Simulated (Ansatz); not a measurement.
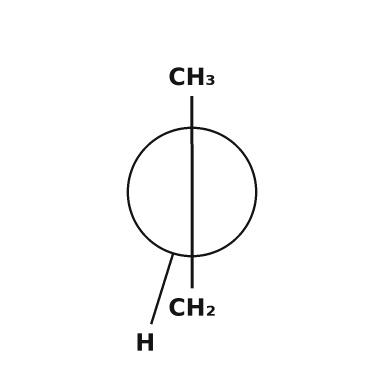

A Newman projection along the In–S bond, indium in front; angles are drawn as computed, but eclipsed bonds slightly apart. The species is neutral and a spin doublet. The computed structure is the end point of a PBE0-D4/def2-TZVP optimisation.

### Which molecule is it?

C2H6InS, [CH2][In]([CH3])[SH]

### What is the torsion angle from the front CH3 to the back H? The sign is positive where the front bond must turn clockwise to cover the back bond.

180°, antiperiplanar (anti).
